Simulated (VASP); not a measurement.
Band structure of Tc$_{3}$Ag (space group Fm-3m). Level of theory: PBE GGA, VASP's PBE PAW potentials (set 64) (plane waves; VASP 6.6.1).

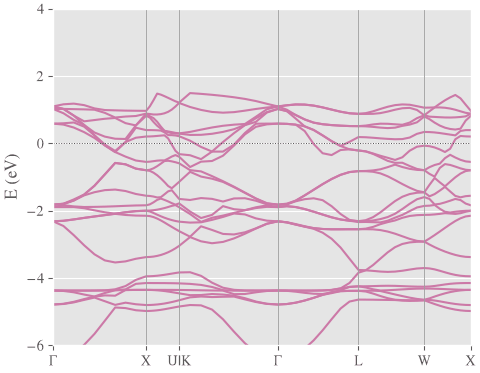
Bands along high-symmetry lines, zero at the valence-band maximum or, without a gap, the Fermi level

Read the plot: is there a gap, and where are the band edges?

It has no gap at this level: it comes out as a metal or semimetal.

The structure was generated: Tc3Ag was put into an ordered model structure, which need not be its known phase. The cell was not relaxed at this level.
